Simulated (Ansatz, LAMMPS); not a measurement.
# Amorphous Si (72 atoms), relaxed: functionals compared

Which bonds does the relaxation leave, and how do the Kohn-Sham gap, forces and pressure change with functional?

Calculated with Ansatz 0.2.0: Kohn-Sham DFT, PBE, PAW (set soft_2), plane waves; cutoff 420 eV, Γ point, fermi-dirac smearing of 0.025 eV.

In doubt: a hybrid run on one k-point (Ansatz), which bears on gaps, levels and energies.

**The cell**

Density at the start: 2.29 g/cm³. The cell holds 72 atoms: 72 Si. Its edges and angles: a = 11.361 Å, b = 11.361 Å, c = 11.361 Å, α = 90.0°, β = 90.0°, γ = 90.0°. 72 atoms (72 Si) placed at random at 2.29 g/cm³, melted at 3500 K for 10 ps at fixed volume with the Tersoff potential (Tersoff, Phys. Rev. B 39, 5566 (1989)). Quenched from 3500 K to 300 K at 20 K/ps and fixed volume, annealed at 800 K for 20 ps, held 5 ps, then minimised at fixed cell.

Cell and atoms were relaxed with PBE. The walk converged after 18 steps by the program's count, with a largest force component of 0.0277 eV/Å; it began at an r.m.s. force component of 0.24 eV/Å. The edges went from 11.361, 11.361, 11.361 to 11.933, 11.332, 10.939 Å, and the volume from 20.365 to 20.491 Å³ an atom (+0.6 %).

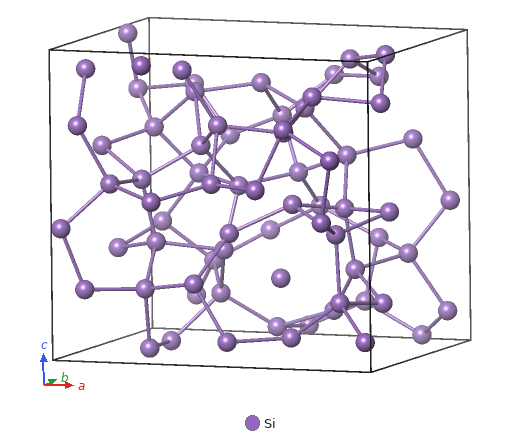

The relaxed cell. Bonds to atoms that aren't drawn are left out.

The input of the reference single point:

```yaml
crystal:
  lattice:
    - [11.92756, -0.36243, 0.02727]
    - [-0.36243, 11.32402, -0.20445]
    - [0.02727, -0.20445, 10.93745]
  atoms:
    - { symbol: Si, position: [0.91987, 0.38115, 0.82385] }
    - { symbol: Si, position: [0.1576, 0.94394, 0.79927] }
    - { symbol: Si, position: [0.44776, 0.68995, 0.84024] }
    - { symbol: Si, position: [0.15401, 0.95338, 0.11802] }
    [... 66 atom lines left out ...]
    - { symbol: Si, position: [0.50229, 0.96824, 0.0325] }
    - { symbol: Si, position: [0.60916, 0.39671, 0.71507] }
kpoints:
  mp_grid: { grid: [1, 1, 1] }
hamiltonian:
  xc: pbe
scf:
  occupations: { method: fermi_dirac, width: 0.025 }
output:
  forces: true
  stress: true
  populations: true
  dos:
    method: { smearing: { sigma: 0.08 } }
    de: 0.05
    projected: { site_lists: { Si: [Si] } }
  eigenvalues: true
  write_density: true
  write_potential: true
  volumetric_format: npy
```

**Bonds after relaxation**

Bonds by pair of elements; cutoffs follow the first minimum of g(r), held within bounds set by covalent radii, and pairs that aren't listed don't count as bonded:

```
pair A-B  cutoff (Å)  bonds  mean length (Å)  spread (Å)  shortest (Å)  B about A  A about B
   Si-Si        2.93    147             2.40       0.081          2.29       4.08       4.08
```

How many atoms have how many bonded neighbours:

```csv
element,mean,4,5
Si,4.08,66,6
```

**Beside experiment**

Measured values to set the calculation against. Si-Si coordination number quoted from the high-resolution X-ray diffraction study of Laaziri et al (as quoted in “Relationship between diffraction peak, network topology, and amorphous-forming ability in silicon and silica”, 2021, PMC8590056): number of Si about Si 3.9.

Against the measurements quoted at the start:

```csv
quantity,measured,this cell,difference,method of the measurement
number of Si about Si,3.9,4.08,+4.7 %,X-ray diffraction
```

The cell differs from the measured neighbour counts by up to 4.7 %. The network comes from the model that made the cell; in DFT 3 of its 148 bonded pairs passed out of the cutoffs and 2 came within them. Our coordination numbers hang on a cutoff, and experiments count neighbours in their own ways.

**Levels of theory**

Single points at the relaxed geometry:

| functional | k-mesh | Kohn-Sham gap (eV) | pressure (GPa) | r.m.s. force component (eV/Å) | SCF cycles | time |
| --- | --- | --- | --- | --- | --- | --- |
| PBE | 1×1×1 | 0.321 | 0.01 | 0.005 | 11 | 9.3 s |
| HSE06 | 1×1×1 | 0.509 | -1.58 | 0.057 | 27 | 1.8 min |
| r2SCAN | 1×1×1 | 0.348 | -1.09 | 0.056 | 10 | 28 s |
| PBEsol | 1×1×1 | 0.318 | -1.80 | 0.015 | 10 | 7.6 s |

The gap is that between the highest filled and lowest empty Kohn-Sham level on the run's k-points. Cutoffs: 420 eV for PBE, HSE06 and PBEsol; 500 eV for r2SCAN. Times come from shared hosts and are rough.

**Findings**

By these cutoffs 92 % of Si atoms have 4 neighbours. The Kohn-Sham gap is 0.32 eV with PBE on the 1×1×1 mesh. On the 1×1×1 mesh HSE06 changes the gap by +0.19 eV against PBE. On the reference's mesh the gap changes with r2SCAN by +0.03 eV and PBEsol by under 0.01 eV. Against the reference the pressure changes with HSE06 by -1.6 GPa, r2SCAN by -1.1 GPa and PBEsol by -1.8 GPa; a negative change means a smaller volume than PBE would take.

Limits: All single points share the geometry relaxed with PBE. One sample; tail or defect levels can set the gap of a disordered cell. The quench rate of 20 K/ps is many orders above laboratory rates, so the cell is likely richer in defects and strain than a real sample. The network of bonds at the start is that of the classical potential that made the cell, and needn't be the one that DFT or experiment would give. In some runs the program notes that the gap may close elsewhere in the zone, the exchange threshold is loose for the stress and the SCF threshold is loose for the stress.

[Logs are printed without paths, hosts, clocks, repeated set-up lines and the standing remarks that a program may print on its own settings, such as how far it seeks lower states.]

[Hosts, paths, dates, database ids (printed as entryN), source tags and the programs' standing remarks are cut or masked in the printed files.]
